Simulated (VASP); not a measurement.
Data:

```
RhGe
1.0
    1.43141    -5.00158     0.00000
    1.43141     5.00158     0.00000
    0.00000     0.00000     4.02970
Ge Rh
2 2
Cartesian
  1.43141  -1.49075   1.00743
  1.43141   1.49075   3.02228
  1.43141  -4.04299   1.00743
  1.43141   4.04299   3.02228
```

All values below come from PBEsol GGA, VASP's PBE PAW potentials (set 64) (plane waves; VASP 6.6.1). Numerical set-up: 400 eV cut-off, 12×12×9 Γ-centred mesh, tetrahedra with Blöchl corrections, potentials Ge_d Rh_pv.

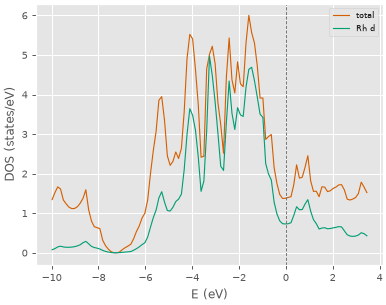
*Total and projected density of states, zero at the Fermi level*

Within 2 eV below the Fermi level the largest weight inside VASP's projection spheres is Rh d.

It has no gap at this level: it comes out as a metal or semimetal.

The structure was generated: GeRh was put into the CrB type (Cmcm), which need not be its known phase. It was relaxed first, which changed the volume by -49 %.
